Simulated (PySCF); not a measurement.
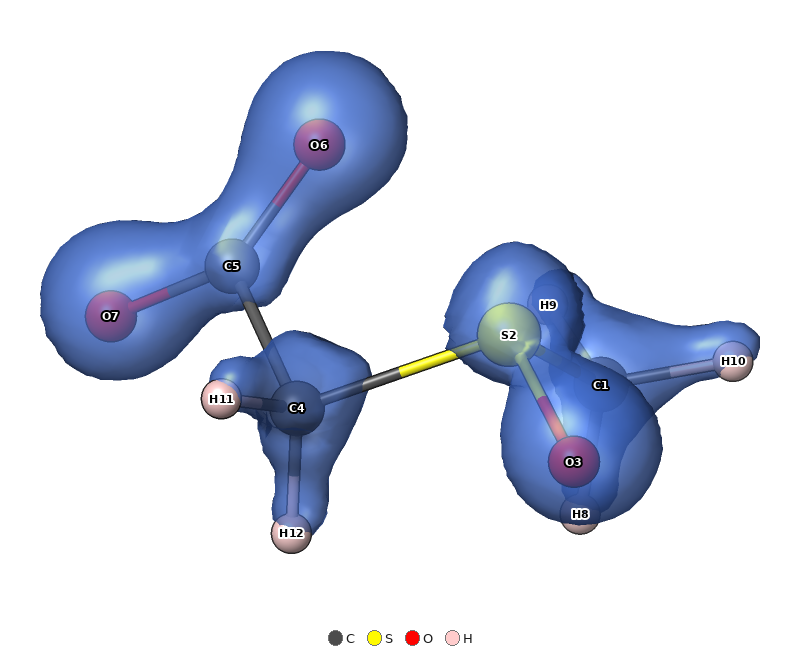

Figure. C$_{3}$H$_{5}$O$_{3}$S (doublet). Isosurface of the total electron density at 1.5 e/Å³ (blue), seen at an oblique angle.

Geometry: GFN2-xTB.

Computed with UKS B3LYP, pcH-1 on C H O S, non-relativistic, mean-field spin-orbit, GIAO (PySCF 2.14.0, density-fitted response routines).

```xyz
12

C     1.4134    0.4507    0.5181
S     0.4461   -1.0881    0.2785
O     1.3179   -1.9430   -0.5325
C    -0.7628   -0.4491   -0.9624
C    -1.6830    0.5127   -0.0239
O    -1.5217    0.2565    1.1495
O    -2.3150    1.2636   -0.7282
H     1.7675    0.8066   -0.4437
H     0.7886    1.1840    1.0123
H     2.2602    0.1987    1.1488
H    -1.4072   -1.2542   -1.3117
H    -0.3029    0.0609   -1.8068
```

Which contacts does the surface bridge?

Answer. At this value the surface falls into four separate pieces. It bridges the sampled C–O (1.21 Å) and S–O (1.47 Å) contacts, where the density stays above the isovalue. It is pinched off along the sampled C–C (1.63 Å) and C–S (1.83 Å) contacts. On the grid the lowest density along these lines, outside the cores, is 2.8 e/Å³ (C–O, 1.21 Å), 2 e/Å³ (S–O, 1.47 Å), 1.2 e/Å³ (C–C, 1.63 Å) and 1.2 e/Å³ (C–S, 1.83 Å).
